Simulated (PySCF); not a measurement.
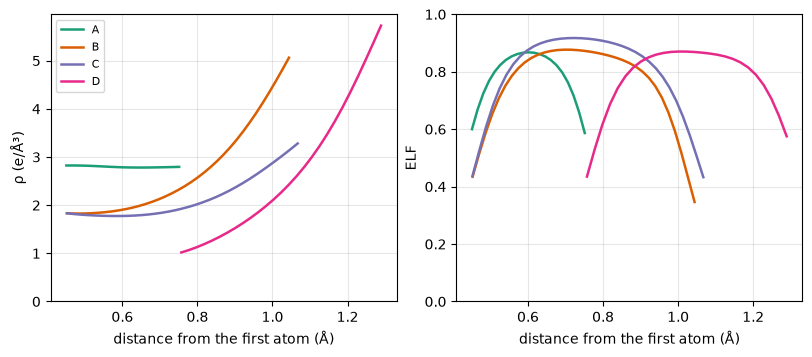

Figure. C5H11NO2Si2 (SMILES C#C[SiH2]N(C)[SiH]1OCCO1). Total electron density and ELF along straight lines between neighbouring atoms. The curves leave out the atomic cores.

Geometry: GFN2-xTB.

Computed with PySCF, PBE0/pcSseg-1, SCF density, gas phase, non-relativistic.

```xyz
21

C     4.1088    0.6810    1.6098
C     3.0167    0.8106    1.1247
Si    1.3423    1.0617    0.3695
N     0.7908   -0.5197   -0.1168
C     1.7417   -1.4747   -0.6436
Si   -0.8716   -0.8619   -0.3559
O    -1.6519    0.0507   -1.4760
C    -2.7159    0.7573   -0.9141
C    -2.9270    0.2384    0.5221
O    -1.7486   -0.3747    0.9376
H     5.0632    0.5598    2.0373
H     0.4225    1.5952    1.3737
H     1.5054    1.9682   -0.7840
H     2.6941   -1.3712   -0.1265
H     1.3709   -2.4873   -0.5004
H     1.9094   -1.3241   -1.7135
H    -1.0798   -2.2694   -0.6631
H    -3.6107    0.6067   -1.5237
H    -2.4627    1.8228   -0.9100
H    -3.7356   -0.5004    0.5384
H    -3.1708    1.0480    1.2140
```

### Which curve belongs to which contact (C–C, C–N, C–O and Si–O)? The first atom named is at distance zero.

Curve A: C–C (1.20 Å): the density is about 2.8 e/Å³ at the midpoint; the ELF peaks at about 0.85 between the atoms (a multiple bond). Curve B: C–O (1.39 Å): ρ at the midpoint is about 2.1 e/Å³, with its minimum of 1.8 e/Å³ about 0.5 Å from C; the ELF peaks at about 0.90 between the atoms: a shared but strongly polarised pair. Curve C: C–N (1.45 Å): ρ is about 1.9 e/Å³ halfway; the ELF peaks at about 0.90 between the atoms (a shared electron pair). Curve D: Si–O (1.64 Å): the density is about 1.2 e/Å³ at the midpoint; the ELF peaks at about 0.85 between the atoms; a shared but strongly polarised pair.
